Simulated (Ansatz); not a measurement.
**SnCl2 (SMILES [Cl][Sn][Cl]) at RPA@PBE0/def2-SVP (core potential)**

What is the vertical ionisation energy of SnCl2 at RPA@PBE0/def2-SVP (core potential)? 

The calculation is run with Ansatz 0.2.0.

32 further runs of the same task are left out: 32 set aside as unsound or not needed.

### 1 The system as given

SnCl2 has 3 atoms, charge 0, and is taken as a singlet. SMILES: `[Cl][Sn][Cl]`. Geometry: relaxed at PBE0-D4/def2-TZVP.

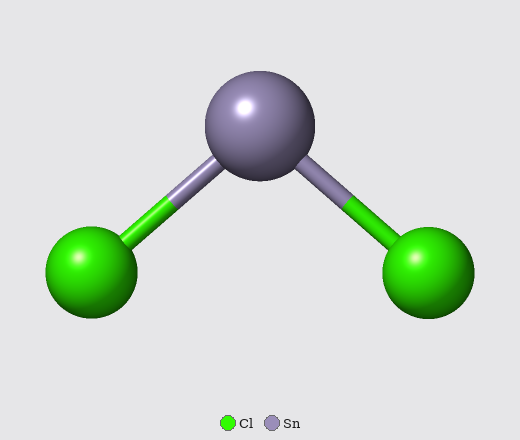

Viewed from a chosen angle; chlorine green, tin purple.

### 2 A single-point energy at RPA@PBE0/def2-SVP (core potential)

Input file input.yaml:

```yaml
crystal:
  periodic: [false, false, false]
  atoms:
    - {symbol: Cl, position_ang: [1.154200, 1.220700, 0.756000]}
    - {symbol: Sn, position_ang: [-0.796900, 0.518900, -0.376600]}
    - {symbol: Cl, position_ang: [-0.368200, -1.804500, -0.392600]}
basis:
  gaussian:
    orbitals: def2-SVP
correlation:
  method: rpa
  frozen_orbitals: {Cl: 5, Sn: 4}
accuracy: high
hamiltonian:
  xc: {name: PBE0}
```

Command:

```console
$ ansatz run input.yaml --threads 1 --pin off --max-ram 3480MiB --events-out events.jsonl --progress --plain --runs-dir runs
```

Output:

```text
Warning: RAYON_NUM_THREADS=1 ignored (pool sized by the plan → 1); use --threads N
Functional definition: PBE0
  name "PBE0"
  parameter a = 0.25
  parameter kappa = 0.804
  parameter beta = 0.06672455060314922
  exchange = (1 - a)*pbe_x(kappa = kappa, mu = beta*pi^2/3) + a*exact_x
  correlation = pbe_c(beta = beta)
1269 factors; integrals over basis functions are off by at most 6.3e-9 eV
mean field evaluation 1: about -30862.4369 eV, gradient 1.9e1 eV
mean field evaluation 2: about -30862.4793 eV, gradient 1.9e1 eV
mean field evaluation 4: about -30863.7239 eV, gradient 1.2e0 eV
mean field evaluation 8: about -30863.7295 eV, gradient 1.2e-2 eV
mean field evaluation 16: about -30863.7295 eV, gradient 1.3e-6 eV
mean field -30863.72946039 eV, -1134.2211374820 hartree, gradient 8.5e-8 eV, S^2 0.000000; 0 other end points of the search recorded, 0 dependent functions left out
14 core orbitals not correlated: weight in the atoms' cores, before any rotation towards them, 1.000 or more for the frozen orbitals, at most 0.000 for the correlated occupied ones
reference -30807.39532761 eV, -1132.1508962873 hartree; 14, 14 occupied and 34, 34 virtual orbitals, 1269 factors
Total energy: -30821.32968542 eV, -1132.6629744914 hartree
```

Wall time 7.2 s (1 thread of Arm Neoverse V1, shared host); peak memory 0.2 GiB.

### 3 The doublet cation, same level

Input file in.yaml:

```yaml
crystal:
  periodic: [false, false, false]
  atoms:
    - symbol: Cl
      position_ang: [1.154200, 1.220700, 0.756000]
    - symbol: Sn
      position_ang: [-0.796900, 0.518900, -0.376600]
    - symbol: Cl
      position_ang: [-0.368200, -1.804500, -0.392600]
basis:
  gaussian:
    orbitals: def2-SVP
total_charge: 1
magnetization:
  spin_polarized: true
  initial_magnetization: 1
hamiltonian:
  xc: {name: PBE0}
correlation:
  method: rpa
  frozen_orbitals: {Cl: 5, Sn: 4}
accuracy: high
```

Command:

```console
$ ansatz run in.yaml --threads 1 --pin off --max-ram 3480MiB --events-out events.jsonl --progress --plain --runs-dir runs
```

Output, cut to the lines that bear on the results:

```text
Warning: RAYON_NUM_THREADS=1 ignored (pool sized by the plan → 1); use --threads N
[... 2 set-up lines as earlier in the session ...]
[...]
1268 factors; integrals over basis functions are off by at most 6.3e-9 eV
[...]
mean field -30853.69600240 eV, -1133.8524147021 hartree, gradient 4.8e-8 eV, S^2 0.759402; 6 other end points of the search recorded, 0 dependent functions left out
14 core orbitals not correlated: weight in the atoms' cores, before any rotation towards them, 1.000 or more for the frozen orbitals, at most 0.000 for the correlated occupied ones
reference -30797.81404973 eV, -1131.7987908195 hartree; 14, 13 occupied and 34, 35 virtual orbitals, 1268 factors
Total energy: -30811.68444646 eV, -1132.3085184976 hartree
```

It took 17 s on 1 thread of Arm Neoverse V1, shared host; peak memory 0.35 GiB.

### 4 What came out

Level: RPA@PBE0/def2-SVP (core potential), 14 core orbitals frozen.

```
                                          quantity           value
                       singlet SnCl2: total energy  -1132.66297 Eh
   singlet SnCl2: RPA correlation energy (valence)      -512.1 mEh
                      doublet cation: total energy  -1132.30852 Eh
  doublet cation: RPA correlation energy (valence)      -509.7 mEh
 doublet cation: ⟨S²⟩ of the reference determinant           0.759
vertical ionisation energy (to the doublet cation)        9.645 eV
```

**Reading.** Removing an electron at fixed nuclei costs 9.65 eV (931 kJ/mol).
